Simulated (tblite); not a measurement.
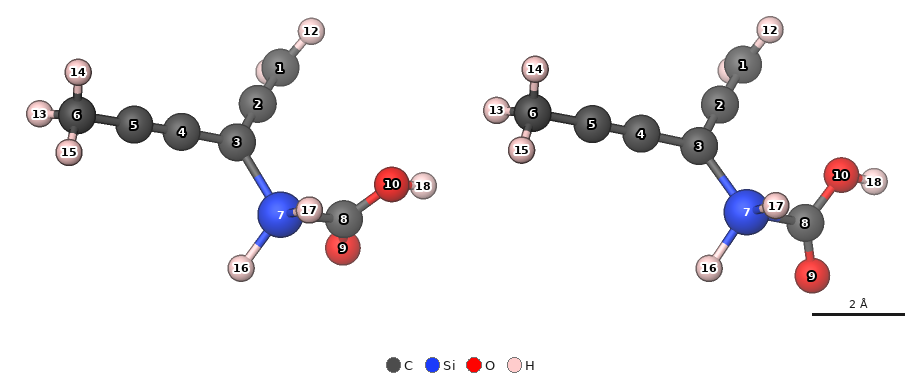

Two geometries of C$_{7}$H$_{8}$O$_{2}$Si, drawn at one scale. One is the start of a relaxation, the other its converged end. A ball-and-stick model, seen at a tilt.

Method: GFN2-xTB geometry optimisation, gas phase (tblite). 

**Which geometry has the lower energy?**

The left one is the relaxed one. The largest move after the best rigid fit is that of an O atom, 0.84 Å. By element the largest moves are O 0.84 Å, H 0.81 Å, C 0.29 Å, Si 0.15 Å. Some distances before and after: C–Si 1.806 → 1.898 Å, C–Si 1.835 → 1.916 Å, C–O 1.275 → 1.205 Å, H–O 1.030 → 0.974 Å. Among the angles between lasting bonds that change: H–C–H 128.6° → 116.4°, C–C–Si 127.9° → 117.4°, Si–C–O 121.3° → 111.5°. Groups turn about C–Si by about 35°. The energy falls by 71.3 kJ/mol in 140 geometry steps.
